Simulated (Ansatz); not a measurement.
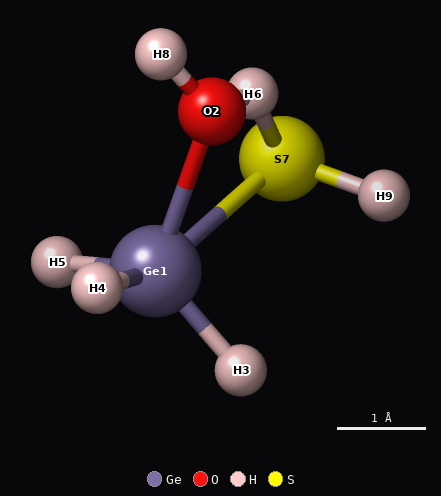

Figure 1. The structure as given in the input (ball-and-stick view, seen at a tilt; atoms are numbered from 1 in the order of the input). Sticks mark near contacts.

**Run report: GeH6SO, geometry relaxation**

- system: GeH6SO
- method: RKS PBE0-D4/def2-SVP (Ansatz 0.2.0)

The input holds or restrains some coordinates. Forces given for the steps count only the free coordinates. Figures and captions count atoms from 1; the log counts them from 0 in places.

## Input
```yaml
crystal:
  periodic: [false, false, false]
  atoms:
    - {symbol: Ge, position_ang: [-0.894600, -0.408700, -0.160500]}
    - {symbol: O, position_ang: [0.479700, 0.335500, 1.220700]}
    - {symbol: H, position_ang: [-0.576000, -1.688100, -0.893100]}
    - {symbol: H, position_ang: [-1.703600, -0.861900, 1.053900]}
    - {symbol: H, position_ang: [-1.733900, 0.646800, -0.825600]}
    - {symbol: H, position_ang: [1.084200, 0.754900, 0.309200]}
    - {symbol: S, position_ang: [1.162300, 0.683600, -1.343100]}
    - {symbol: H, position_ang: [0.245200, 0.929300, 1.939900]}
    - {symbol: H, position_ang: [1.936700, -0.391500, -1.301400]}
basis:
  gaussian: {orbitals: def2-SVP}
hamiltonian: {xc: pbe0, dispersion: d4}
relax: {f_tol: 0.04, max_steps: 150, escape_saddle: false, constraints: [{distance: [0, 6]}, {distance: [1, 5]}, {distance: [0, 1]}, {distance: [5, 6]}]}
```

Machine: 4 threads of Arm Neoverse V1, 23 GiB of memory available, shared host.

Launched with:
```bash
ansatz run in.yaml --threads 4 --pin off --events-out ev --progress --plain --max-ram 9574MiB
```

## The program's output
```
Functional definition: PBE0
  name "PBE0"
  cite "Adamo & Barone, J. Chem. Phys. 110, 6158 (1999) doi:10.1063/1.478522"
  cite "Perdew, Burke & Ernzerhof, Phys. Rev. Lett. 77, 3865 (1996) doi:10.1103/PhysRevLett.77.3865"
  parent pbe
  parameter a = 0.25
  parameter kappa = 0.804
  parameter beta = 0.06672455060314922
  exchange = (1 - a)*pbe_x(kappa = kappa, mu = beta*pi^2/3) + a*exact_x
  correlation = pbe_c(beta = beta)
984 factors; integrals over basis functions are off by at most 2.6e-4 eV
mean field evaluation 1: about -69468.9859 eV, gradient 4.3e1 eV
mean field evaluation 2: about -69462.7900 eV, gradient 7.2e1 eV
mean field evaluation 4: about -69472.1233 eV, gradient 2.6e0 eV
mean field evaluation 8: about -69472.1481 eV, gradient 1.3e-1 eV
mean field -69472.14817959 eV, -2553.0543556868 hartree, gradient 2.7e-5 eV, S^2 0.000000; 0 other end points of the search recorded, 0 dependent functions left out
the calculation of the forces begins
reference -69472.14820459 eV, -2553.0543566053 hartree; 31, 31 occupied and 63, 63 virtual orbitals, 984 factors
relax step   1: F+E_penalty+E_count = -69472.29086829 eV  Δ(F+E_penalty+E_count) = +0.000e0 eV  max|allowed force component| = 6.039e-1 eV/Å  Δτ_max = 0.0000 Å  (25 SCF iters, accepted)
  distance Ge 0 - S 6 held at 2.611992 Å   reaction = -1.4525e-1 eV/Å
  distance O 1 - H 5 held at 1.171388 Å   reaction = +7.1920e-1 eV/Å
  distance Ge 0 - O 1 held at 2.085725 Å   reaction = +8.9884e-1 eV/Å
  distance H 5 - S 6 held at 1.655681 Å   reaction = -3.6965e-1 eV/Å
these checks for a lower state are left out or cut short: starts, cluster_reference, orbital_swaps, neighbouring_geometries, increment
984 factors; integrals over basis functions are off by at most 2.8e-4 eV
mean field evaluation 16: about -69472.1550 eV, gradient 3.7e0 eV
mean field -69472.19423156 eV, -2553.0560480651 hartree, gradient 8.7e-5 eV, S^2 0.000000; 0 other end points of the search recorded, 0 dependent functions left out
the calculation of the forces begins
reference -69472.19425661 eV, -2553.0560489858 hartree; 31, 31 occupied and 63, 63 virtual orbitals, 984 factors
relax step   2: F+E_penalty+E_count = -69472.33685095 eV  Δ(F+E_penalty+E_count) = -4.598e-2 eV  max|allowed force component| = 2.803e-1 eV/Å  Δτ_max = 0.0442 Å  (27 SCF iters, accepted)
  distance Ge 0 - S 6 held at 2.611992 Å   reaction = -2.2816e-1 eV/Å
  distance O 1 - H 5 held at 1.171388 Å   reaction = +4.9250e-1 eV/Å
  distance Ge 0 - O 1 held at 2.085725 Å   reaction = +6.7987e-1 eV/Å
  distance H 5 - S 6 held at 1.655681 Å   reaction = -4.4090e-1 eV/Å
these checks for a lower state are left out or cut short: starts, cluster_reference, orbital_swaps, neighbouring_geometries, increment
984 factors; integrals over basis functions are off by at most 2.8e-4 eV
mean field -69472.19887360 eV, -2553.0562186572 hartree, gradient 9.1e-6 eV, S^2 0.000000; 0 other end points of the search recorded, 0 dependent functions left out
the calculation of the forces begins
reference -69472.19889876 eV, -2553.0562195817 hartree; 31, 31 occupied and 63, 63 virtual orbitals, 984 factors
relax step   3: F+E_penalty+E_count = -69472.34113359 eV  Δ(F+E_penalty+E_count) = -4.283e-3 eV  max|allowed force component| = 1.381e-1 eV/Å  Δτ_max = 0.0962 Å  (28 SCF iters, accepted)
  distance Ge 0 - S 6 held at 2.611992 Å   reaction = -3.3401e-1 eV/Å
  distance O 1 - H 5 held at 1.171388 Å   reaction = +4.1061e-1 eV/Å
  distance Ge 0 - O 1 held at 2.085725 Å   reaction = +6.5819e-1 eV/Å
  distance H 5 - S 6 held at 1.655681 Å   reaction = -4.2939e-1 eV/Å
these checks for a lower state are left out or cut short: starts, cluster_reference, orbital_swaps, neighbouring_geometries, increment
984 factors; integrals over basis functions are off by at most 2.8e-4 eV
mean field evaluation 32: about -69472.2026 eV, gradient 9.8e-5 eV
mean field -69472.20264013 eV, -2553.0563570746 hartree, gradient 7.6e-6 eV, S^2 0.000000; 0 other end points of the search recorded, 0 dependent functions left out
the calculation of the forces begins
reference -69472.20266518 eV, -2553.0563579950 hartree; 31, 31 occupied and 63, 63 virtual orbitals, 984 factors
relax step   4: F+E_penalty+E_count = -69472.34510959 eV  Δ(F+E_penalty+E_count) = -3.976e-3 eV  max|allowed force component| = 1.206e-1 eV/Å  Δτ_max = 0.0450 Å  (28 SCF iters, accepted)
  distance Ge 0 - S 6 held at 2.611992 Å   reaction = -2.9097e-1 eV/Å
  distance O 1 - H 5 held at 1.171388 Å   reaction = +4.2972e-1 eV/Å
  distance Ge 0 - O 1 held at 2.085725 Å   reaction = +6.5939e-1 eV/Å
  distance H 5 - S 6 held at 1.655681 Å   reaction = -4.3325e-1 eV/Å
these checks for a lower state are left out or cut short: starts, cluster_reference, orbital_swaps, neighbouring_geometries, increment
984 factors; integrals over basis functions are off by at most 2.8e-4 eV
mean field -69472.20368218 eV, -2553.0563953691 hartree, gradient 1.9e-5 eV, S^2 0.000000; 0 other end points of the search recorded, 0 dependent functions left out
the calculation of the forces begins
reference -69472.20370723 eV, -2553.0563962899 hartree; 31, 31 occupied and 63, 63 virtual orbitals, 984 factors
relax step   5: F+E_penalty+E_count = -69472.34617476 eV  Δ(F+E_penalty+E_count) = -1.065e-3 eV  max|allowed force component| = 3.576e-2 eV/Å  Δτ_max = 0.0082 Å  (23 SCF iters, accepted)
```

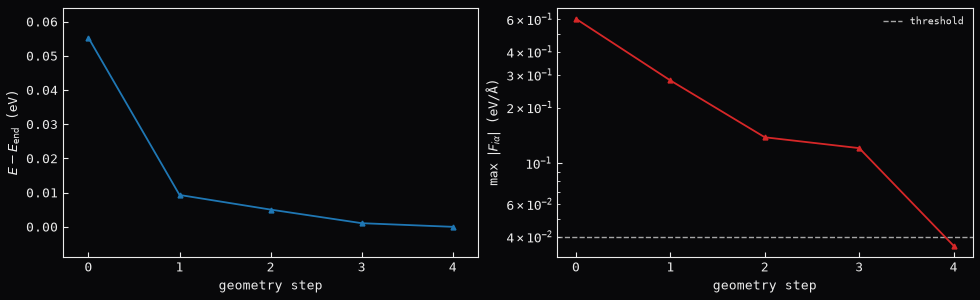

Figure 2. Progress of the restrained relaxation, step by step (the first geometry is step 0 here and step 1 in the log).

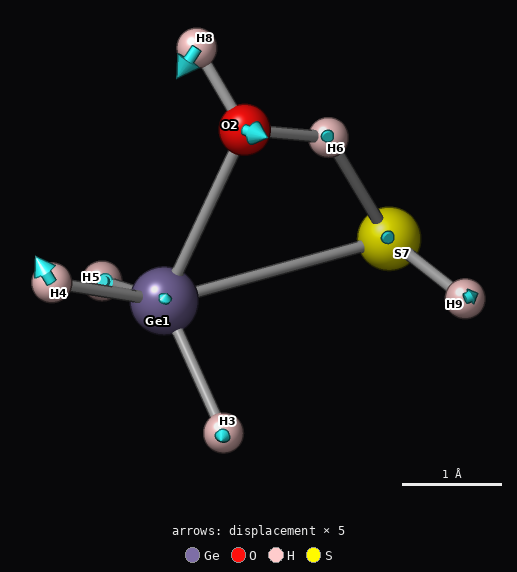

Figure 3. The starting structure with the displacements as teal arrows, magnified 5 times (ball-and-stick view, seen at a tilt). The two geometries are laid on each other by the best rigid fit. The largest move after the best rigid fit is that of H8, 0.077 Å. Largest moves by element: H 0.077 Å, O 0.064 Å, S 0.022 Å, Ge 0.021 Å. Among the contacts that change: Ge1–H4 1.528 → 1.562 Å, Ge1–H5 1.504 → 1.537 Å, Ge1–H3 1.508 → 1.536 Å, S7–H9 1.326 → 1.352 Å. Among the angles that change: Ge1–O2–H8 123.7° → 115.5°, O2–Ge1–H5 114.2° → 116.3°. The energy falls by 0.055 eV in 4 geometry steps. Largest force component: 0.6 eV/Å at the start, 0.036 eV/Å at the end. (Atoms are counted from 1 in the order of the input.)

```
  distance Ge 0 - S 6 held at 2.611992 Å   reaction = -2.9050e-1 eV/Å
  distance O 1 - H 5 held at 1.171388 Å   reaction = +4.4454e-1 eV/Å
  distance Ge 0 - O 1 held at 2.085725 Å   reaction = +6.8419e-1 eV/Å
  distance H 5 - S 6 held at 1.655681 Å   reaction = -4.3037e-1 eV/Å
984 factors; integrals over basis functions are off by at most 2.8e-4 eV
mean field -69472.20368218 eV, -2553.0563953691 hartree, gradient 1.9e-5 eV, S^2 0.000000; 1 other end points of the search recorded, 0 dependent functions left out
the calculation of the forces begins
reference -69472.20370723 eV, -2553.0563962899 hartree; 31, 31 occupied and 63, 63 virtual orbitals, 984 factors
Total energy: -69472.34619981 eV, -2553.0616327955 hartree
Atom 0 at    -0.882556    -0.404944    -0.143085 Å, force     0.227916     0.119185     0.579619 eV/Å
Atom 1 at     0.529462     0.296133     1.222544 Å, force    -0.246519    -0.084653    -0.792415 eV/Å
Atom 2 at    -0.580258    -1.714495    -0.886296 Å, force     0.008080     0.008987     0.011976 eV/Å
Atom 3 at    -1.719530    -0.825656     1.107093 Å, force     0.000898     0.005351    -0.002395 eV/Å
Atom 4 at    -1.728959     0.662333    -0.855149 Å, force    -0.001380    -0.009697     0.000533 eV/Å
Atom 5 at     1.077716     0.773289     0.303910 Å, force    -0.239983    -0.164032     0.787706 eV/Å
Atom 6 at     1.152591     0.702962    -1.348581 Å, force     0.260613     0.088830    -0.552200 eV/Å
Atom 7 at     0.188046     0.888535     1.909051 Å, force     0.006879     0.010990    -0.032788 eV/Å
Atom 8 at     1.963487    -0.378257    -1.309486 Å, force    -0.016504     0.025038    -0.000036 eV/Å
Dipole moment:    -0.140954     0.001059     0.384339 e Å
```

## Trajectory as extended XYZ (Å, eV, eV/Å), 5 frames, from step=1 to step=5
```
9
Properties=species:S:1:pos:R:3:forces:R:3 step=1 energy=-69472.29087
Ge   -0.8946   -0.4087   -0.1605    0.6078   0.3482   0.7954
O     0.4797    0.3355    1.2207    0.2192  -0.3482  -1.1282
H    -0.5760   -1.6881   -0.8931    0.1214  -0.4112  -0.2953
H    -1.7036   -0.8619    1.0539   -0.2989  -0.1496   0.4658
H    -1.7339    0.6468   -0.8256   -0.3020   0.3916  -0.3422
H     1.0842    0.7549    0.3092   -0.3852  -0.0831   0.8695
S     1.1623    0.6836   -1.3431   -0.1420   0.6487  -0.5261
H     0.2452    0.9293    1.9399   -0.2370   0.1887   0.1743
H     1.9367   -0.3915   -1.3014    0.4168  -0.5850  -0.0133
9
Properties=species:S:1:pos:R:3:forces:R:3 step=2 energy=-69472.33685
Ge   -0.8868   -0.4053   -0.1443    0.3454   0.1840   0.5786
O     0.5089    0.3206    1.2251   -0.1457  -0.0318  -0.7869
H    -0.5557   -1.6941   -0.9032   -0.0165  -0.0813  -0.0038
H    -1.7127   -0.8524    1.0961   -0.0566  -0.0056   0.0506
H    -1.7205    0.6602   -0.8600   -0.0941   0.0430  -0.0172
H     1.0714    0.7907    0.3115   -0.2221  -0.2630   0.7949
S     1.1615    0.6904   -1.3387    0.0946   0.3493  -0.6030
H     0.2101    0.9036    1.9392   -0.0681  -0.0216  -0.0608
H     1.9238   -0.4138   -1.3257    0.1630  -0.1730   0.0476
9
Properties=species:S:1:pos:R:3:forces:R:3 step=3 energy=-69472.34113
Ge   -0.8941   -0.4000   -0.1402    0.2581  -0.0079   0.5633
O     0.5219    0.3015    1.2211   -0.2841  -0.0463  -0.7161
H    -0.5861   -1.7071   -0.8919   -0.0359   0.0369   0.0482
H    -1.7279   -0.8350    1.1101    0.0225   0.0405  -0.0275
H    -1.7511    0.6639   -0.8504    0.0694  -0.0132   0.0147
H     1.0817    0.7627    0.3013   -0.2683  -0.1245   0.7759
S     1.1509    0.6837   -1.3510    0.3425   0.1043  -0.5520
H     0.1975    0.8973    1.9157    0.0339  -0.0497  -0.1167
H     2.0072   -0.3671   -1.3146   -0.1381   0.0599   0.0103
9
Properties=species:S:1:pos:R:3:forces:R:3 step=4 energy=-69472.34511
Ge   -0.8811   -0.4072   -0.1436    0.1878   0.1468   0.5691
O     0.5290    0.2994    1.2211   -0.2527  -0.0765  -0.7495
H    -0.5862   -1.7199   -0.8881    0.0192   0.0378   0.0218
H    -1.7205   -0.8280    1.1069    0.0194   0.0124  -0.0178
H    -1.7263    0.6637   -0.8559    0.0080  -0.0390   0.0185
H     1.0798    0.7748    0.3031   -0.2602  -0.1468   0.7888
S     1.1509    0.7057   -1.3497    0.3212  -0.0147  -0.5369
H     0.1901    0.8893    1.9125    0.0230  -0.0218  -0.0801
H     1.9644   -0.3779   -1.3064   -0.0657   0.1019  -0.0138
9
Properties=species:S:1:pos:R:3:forces:R:3 step=5 energy=-69472.34617
Ge   -0.8826   -0.4049   -0.1431    0.2279   0.1192   0.5796
O     0.5295    0.2961    1.2225   -0.2465  -0.0847  -0.7924
H    -0.5803   -1.7145   -0.8863    0.0081   0.0090   0.0120
H    -1.7195   -0.8257    1.1071    0.0009   0.0054  -0.0024
H    -1.7290    0.6623   -0.8551   -0.0014  -0.0097   0.0005
H     1.0777    0.7733    0.3039   -0.2400  -0.1640   0.7877
S     1.1526    0.7030   -1.3486    0.2606   0.0888  -0.5522
H     0.1880    0.8885    1.9091    0.0069   0.0110  -0.0328
H     1.9635   -0.3783   -1.3095   -0.0165   0.0250   0.0000
```

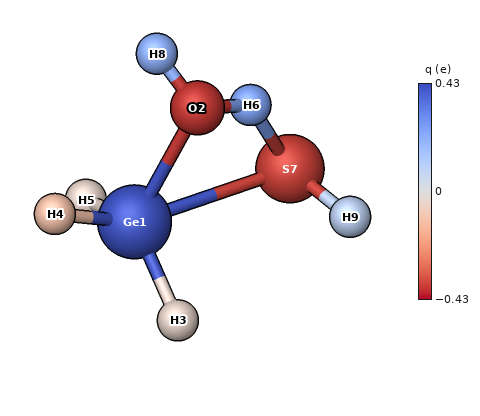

Figure 4. Mulliken charges, as the colour of each atom (ball-and-stick view, seen at a tilt; atoms are numbered from 1 in the order of the input). By element: Ge +0.41, O −0.38, H −0.11 to +0.23 and S −0.37 e.

## Summary

| quantity | value |
| --- | --- |
| outcome | converged under the restraints of the input |
| total energy | −69472.3462 eV |
| mean-field energy | −69472.2037 eV |
| dispersion energy | −0.1425 eV |
| SCF solution under orbital rotations | stable |
| largest force (length of the vector) at the end, held atoms and coordinates included | 0.840 eV/Å |
| dipole moment | 1.97 D |
| wall time | 8.5 s (CPU time 28 s) |
| peak memory | 0.2 GiB |
